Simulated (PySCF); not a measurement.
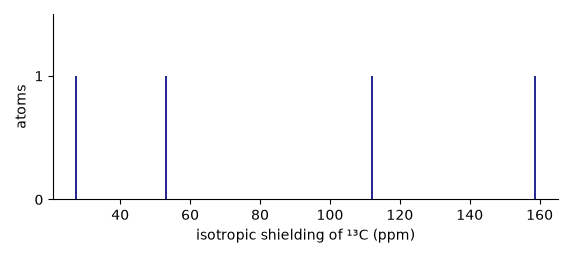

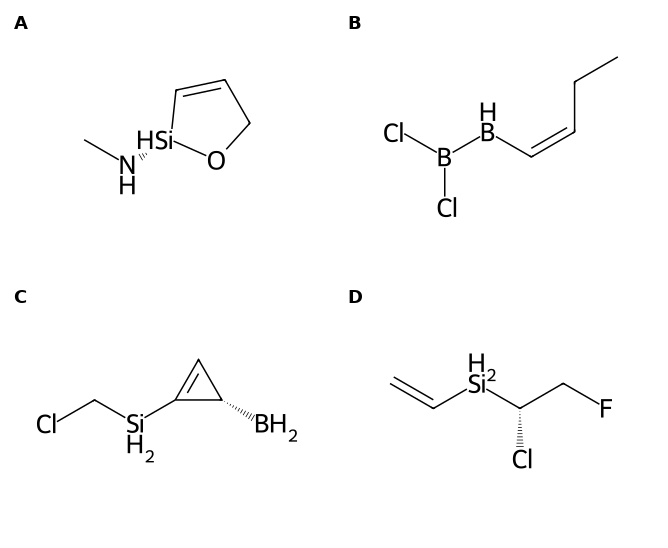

The sticks are computed shieldings of one of the molecules, for one fixed geometry (GFN2-xTB) without averaging over rotations. Low shielding means a high chemical shift. Method: GIAO PBE0/pcSseg-1 NMR shielding, non-relativistic, gas phase (PySCF 2.14.0).

Which molecule gives this pattern?

A, `CN[Si@@H]1C=CCO1`. Its 4 C atoms give lines at 27.4, 53.0, 111.9, 158.6 ppm.

The geometry is semi-empirical. Around B, Si such bond lengths and angles can be off by a tenth of an ångström or more and by several degrees, and values that hang on the shape move with them.
